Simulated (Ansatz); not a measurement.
# ClH₄MgN + H₂O: a complex and its separated parts

Aim: how far the complex at one end of a reaction step lies below its separated, relaxed parts, level by level.

The runs use Ansatz 0.2.0, Gaussian basis; PBE0-D4/def2-TZVP structures, single points in def2-TZVPP, no counterpoise correction.

Levels: SPW92, PBE-D4, BLYP-D4, r2SCAN-D4, B97M-V, PBE0-D4, B3LYP-D4, r2SCAN0-D4, BHLYP-D4, CAM-B3LYP-D4, wB97X-V, wB97M-V, B2PLYP, PBE-QIDH, RPA on PBE, Hartree-Fock, MP2, CCSD, CCSD(T).

Correlated methods freeze the cores. The outer core shell of Li, Na, Mg and K is correlated. B3LYP uses VWN-RPA correlation. B2PLYP carries no dispersion term here.

21 further runs of the same task are left out: 21 set aside as unsound or not needed.

### 1 The system as given

The complex: 10 atoms, charge 0, spin multiplicity 1.

Atoms are counted from 1 here; the program's logs count them from 0.

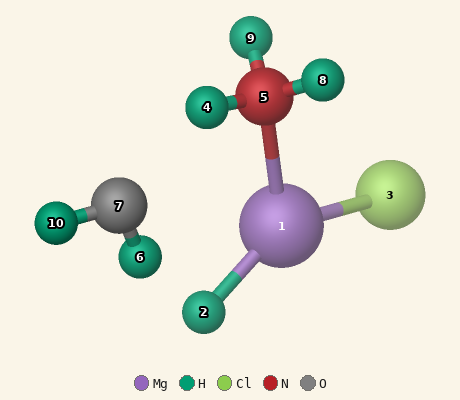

The starting geometry (magnesium purple, hydrogen teal, chlorine green, nitrogen red, oxygen grey); atoms are numbered from 1 in the order of the file.

Geometry (Å):

```xyz
10
charge 0, multiplicity 1
Mg   -1.0609   -0.0017   -1.1527
H    -0.2324    1.5179   -1.2819
Cl   -2.5866   -1.3170   -2.0910
H     0.5048   -0.4938    0.9047
N    -0.2944   -1.0346    0.5609
H     0.9262    1.5197   -0.0543
O     1.4375    1.2047    0.7200
H    -0.9653   -1.1220    1.3169
H     0.0147   -1.9763    0.3444
H     2.2564    1.7030    0.7331
```

Its parts: ClH₄MgN holds atoms 1, 2, 3, 4, 5, 8, 9; H₂O holds atoms 6, 7, 10. Each part counts its atoms afresh in its own runs.

### 2 Relaxing ClH₄MgN alone

The input, relax-a/in.yaml:

```yaml
crystal:
  periodic: [false, false, false]
  atoms:
    - {symbol: Mg, position_ang: [-1.060872, -0.001661, -1.152713]}
    - {symbol: H, position_ang: [-0.232423, 1.517916, -1.281908]}
    - {symbol: Cl, position_ang: [-2.586556, -1.317020, -2.091022]}
    - {symbol: H, position_ang: [0.504789, -0.493829, 0.904680]}
    - {symbol: N, position_ang: [-0.294375, -1.034573, 0.560863]}
    - {symbol: H, position_ang: [-0.965280, -1.121972, 1.316904]}
    - {symbol: H, position_ang: [0.014672, -1.976324, 0.344364]}
basis:
  gaussian: {orbitals: def2-TZVP}
hamiltonian: {xc: pbe0, dispersion: d4}
relax: {f_tol: 0.005, max_steps: 200}
```

The command line of these runs was not kept.

After this run come: Relaxing H₂O alone; wB97M-V/def2-TZVPP; CCSD(T)/def2-TZVPP; Vibrations of ClH₄MgN; Vibrations of H₂O.

Q: Predict the outcome of this session. Wanted: complex less parts, CCSD(T)/def2-TZVPP; with zero-point energy; largest T1 diagnostic.

As calculated:

```
                              quantity           value
complex less parts, CCSD(T)/def2-TZVPP  -11.2 kcal/mol
                with zero-point energy   -8.8 kcal/mol
                 largest T1 diagnostic           0.008
```

**Reading.** At CCSD(T) the complex lies 11.2 kcal/mol below its parts. The functionals run from B2PLYP, off by 0.0 kcal/mol, to SPW92, off by -6.7 kcal/mol, against CCSD(T). Mean unsigned error by rung: LDA 6.7, GGA 1.5, meta-GGA 0.9, hybrid 1.0, range-separated hybrid 0.8, double hybrid 0.2 kcal/mol. PBE-D4 gives a relative energy 2.0 kcal/mol too low, outside chemical accuracy (1 kcal/mol). No counterpoise was applied, and triple zeta lacks some correlation, so the CCSD(T) reference has a basis error of its own, and close matches with it are partly luck.
